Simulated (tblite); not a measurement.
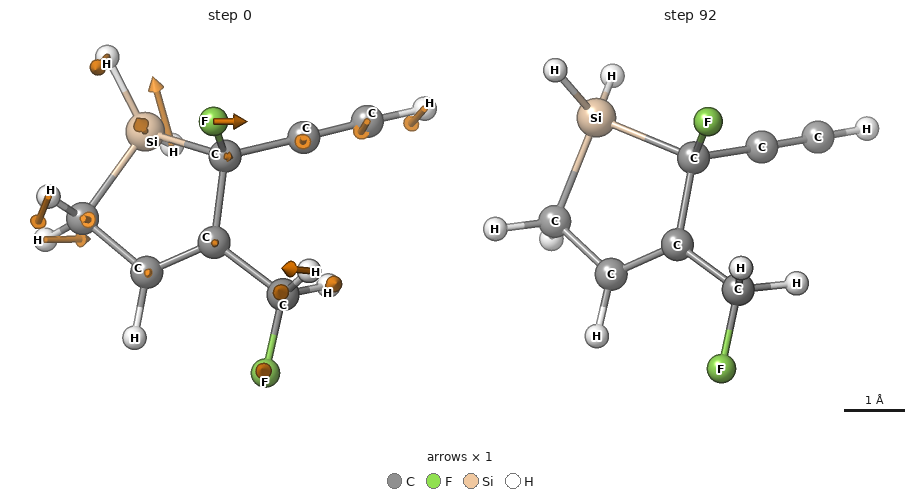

The structure of C7H8F2Si before (left) and after (right) a relaxation, at one scale. The orange arrows give the displacements, at their true length.

The picture is a ball-and-stick view, seen at a tilt.

The calculation used GFN2-xTB geometry optimisation, gas phase (tblite). 

Q: Summarise the run.

A: The largest move after the best rigid fit is that of an H atom, 1.31 Å. By element the largest moves are H 1.31 Å, C 0.73 Å, F 0.59 Å, Si 0.46 Å. Some distances before and after: C–Si 1.864 → 1.945 Å, C–H 1.128 → 1.080 Å, C–C 1.284 → 1.325 Å, C–C 1.477 → 1.512 Å. Bond angles that change, for instance: F–C–H 115.7° → 107.0°, Si–C–H 105.4° → 114.0°, C–C–H 103.4° → 110.8°. Groups turn about C–Si by about 45°, C–Si by about 40°, C–C by about 35°. The energy falls by 57.1 kJ/mol in 92 geometry steps.
